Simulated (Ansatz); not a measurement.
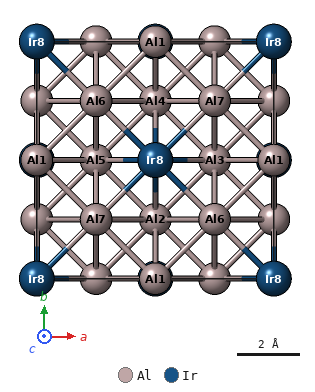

A crystal of Al7Ir (a generated structure, set up in Fm-3m) (coarse preliminary run), before the relaxation. A ball-and-stick model of the conventional cell (4 times the calculation's cell), seen along the c axis. Lengths and directions refer to the drawn axes.

Theory: Ansatz, DFT PBE, scalar-relativistic, plane waves, PAW.

The input:
```yaml
crystal:
  lattice:
    - [0.0, 3.87451974, 3.87451974]
    - [3.87451974, 0.0, 3.87451974]
    - [3.87451974, 3.87451974, 0.0]
  atoms:
    - { symbol: Al, position: [0.5, 0.5, 0.5] }
    - { symbol: Al, position: [0.5, 0.0, 0.0] }
    - { symbol: Al, position: [0.5, 0.0, 0.5] }
    - { symbol: Al, position: [0.0, 0.5, 0.5] }
    - { symbol: Al, position: [0.0, 0.5, 0.0] }
    - { symbol: Al, position: [0.5, 0.5, 0.0] }
    - { symbol: Al, position: [0.0, 0.0, 0.5] }
    - { symbol: Ir, position: [0.0, 0.0, 0.0] }
basis:
  ecutwfc: 420
kpoints:
  mp_grid: { grid: [4, 4, 4] }
hamiltonian:
  xc: pbe
scf:
  occupations: { method: gaussian, width: 0.1 }
  lower_state_search: "off"
output:
  forces: true
  stress: true
  eigenvalues: true
relax:
  adjacent_minimum: "off"
  f_tol: 0.04
  max_steps: 70
  cell: { stress_tol: 0.4 }
```

Run as
```bash
ansatz run input.yaml --threads 1 --pin off --max-ram 2048MiB --backend cpu --events-out ev --progress --plain --runs-dir out
```

What does the optimiser find from here?

The atoms keep their places relative to the cell (all moves are under 0.005 Å). The drawn cell changes as follows: a = b = c 7.749 → 7.890 Å (+1.8 %); the volume changes by +5.6 %. Near-neighbour distances that change, for instance: Al1–Al2 2.740 → 2.789 Å, Al2–Ir8 2.740 → 2.789 Å. The space group stays Fm-3m (No. 225). The energy falls by 16.7 meV per atom in 2 accepted moves (3 points after the start). All forces vanish by symmetry, so only the cell relaxes. Pressure: 6.99 GPa at the start and −0.05 GPa at the end. The SCF was repeated once at an unchanged geometry on a basis and grid sized afresh for the cell, which shifted the energy by 0.5 meV per atom at most. The run took 6.2 s on 1 thread of Arm Neoverse V2 (shared host), peak memory 0.36 GiB.

Step by step:

```tsv
step	E − E(0), meV/atom	pressure, GPa	volume, Å³/atom	note
0	0.00	6.99	14.541	
1	-15.44	-1.22	15.499	
2	-16.14	-0.11	15.348	
3	-16.65	-0.05	15.348	same geometry, new basis
```

Final geometry:

```xyz
8
Lattice="0.0000 3.9449 3.9449 3.9449 0.0000 3.9449 3.9449 3.9449 0.0000" Properties=species:S:1:pos:R:3 pbc="T T T"
Al    3.9449    3.9449    3.9449
Al    0.0000    1.9725    1.9725
Al    5.9174    3.9449    5.9174
Al    3.9449    5.9174    5.9174
Al    1.9725    0.0000    1.9725
Al    5.9174    5.9174    3.9449
Al    1.9725    1.9725    0.0000
Ir    0.0000    0.0000    0.0000
```

The end point in the same view:

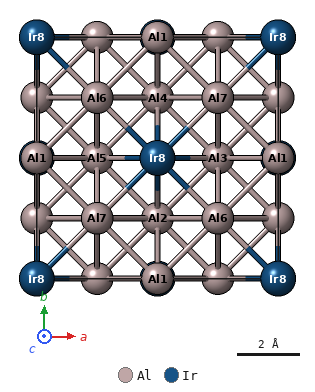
